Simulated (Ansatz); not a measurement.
This input was run:

```
crystal:
  lattice:
    - [6.80572084, 0.0, 0.0]
    - [0.0, 6.80572084, 0.0]
    - [0.0, 0.0, 5.18067118]
  atoms:
    - { symbol: Mo, position: [0.75, 0.25, 0.0], spin: 2.0 }
    - { symbol: Mo, position: [0.25, 0.75, 0.0], spin: -2.0 }
    - { symbol: O, position: [0.25, 0.9608, 0.2067], spin: 0.0 }
    - { symbol: O, position: [0.5392, 0.25, 0.2067], spin: 0.0 }
    - { symbol: O, position: [0.25, 0.5392, 0.2067], spin: 0.0 }
    - { symbol: O, position: [0.9608, 0.25, 0.2067], spin: 0.0 }
    - { symbol: O, position: [0.75, 0.0392, 0.7933], spin: 0.0 }
    - { symbol: O, position: [0.0392, 0.75, 0.7933], spin: 0.0 }
    - { symbol: O, position: [0.75, 0.4608, 0.7933], spin: 0.0 }
    - { symbol: O, position: [0.4608, 0.75, 0.7933], spin: 0.0 }
    - { symbol: Br, position: [0.25, 0.25, 0.7091], spin: 0.0 }
    - { symbol: Br, position: [0.75, 0.75, 0.2909], spin: 0.0 }
    - { symbol: Fe, position: [0.25, 0.25, 0.2704], spin: 4.0 }
    - { symbol: Fe, position: [0.75, 0.75, 0.7296], spin: -4.0 }
kpoints:
  mp_grid: { grid: [3, 3, 4], shift: [0.0, 0.0, 0.0] }
  band_path:
    path:
      - [0.0, 0.0, 0.0]
      - [0.0, 0.5, 0.0]
      - [0.5, 0.5, 0.0]
      - [0.0, 0.0, 0.0]
      - [0.0, 0.0, 0.5]
      - [0.0, 0.5, 0.5]
      - [0.5, 0.5, 0.5]
      - [0.0, 0.0, 0.5]
    npoints: 7
magnetization:
  spin_polarized: true
scf:
  occupations: { method: fermi_dirac, width: 0.0459 }
  lower_state_search: "off"
  max_iter: 200
hamiltonian:
  pseudopotentials: { kind: paw }
  xc: pbe
  hubbard:
    projectors: all-electron-ortho-atomic
    sites: [{ species: Fe, l: d, u_eff: 6.46 }]
basis:
  ecutwfc: 420
  fft_grid_basis: typed
output:
  forces: true
  stress: true
  eigenvalues: true
  bader: true
  populations: true
  elf: true
  write_potential: true
  volumetric_format: npy
  dos:
    e_range: [-12, 8]
    de: 0.05
    projected: { site_lists: { Br: [Br], Fe: [Fe], Mo: [Mo], O: [O] } }
checkpoint:
  read: saved_state
```

How will the Fe d shell be filled?

Counting eigenvalues over 0.6 as filled, Fe (atom A) has 5 filled d states (d⁵), 5 up and 0 down, high spin; the eigenvalues sum to 5.8; Fe (atom B) has 5 filled d states (d⁵), 0 up and 5 down, high spin; the eigenvalues sum to 5.8. The small eigenvalues come from mixing with neighbours' orbitals.

The structure was built from a prototype or by substitution, so it need not be a known phase. The atoms aren't at rest in this cell (largest force 1.1 eV/Å), so the relaxed material can differ.

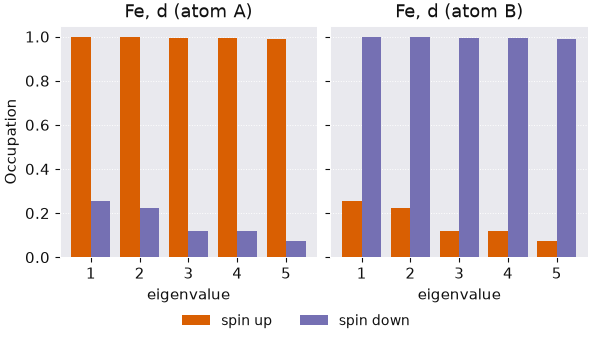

Eigenvalues of the local occupation matrix of the d shell, one panel for each unlike atom (Löwdin-orthogonalised atomic projectors).

Figure made from data computed with Ansatz.
